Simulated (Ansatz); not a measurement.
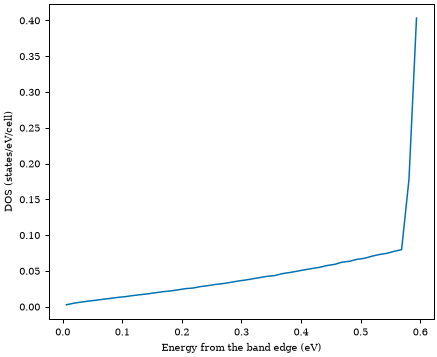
Fig. 1. Density of states of InSe (P6_3/mmc) above the conduction band minimum, PBEsol+D3BJ, rigid bands (Ansatz, an electronic-structure program); cell volume 220.7 Å³.

### Question
What effective density of states at 300 K does this give (∫ g(E) exp(−E/k_BT) dE, both spins, divided by the cell's size)?

### Answer
6.4e17 cm⁻³, a density-of-states mass of 0.086 mₑ, valleys and band degeneracy included.

Spin-orbit coupling is left out. Geometry: cell and atoms relaxed with PBEsol+D3(BJ).

PBEsol with a dispersion correction tends to overbind, so the cell can be several per cent short, in bad cases over ten, which usually narrows a gap: InSe (P6_3/mmc).
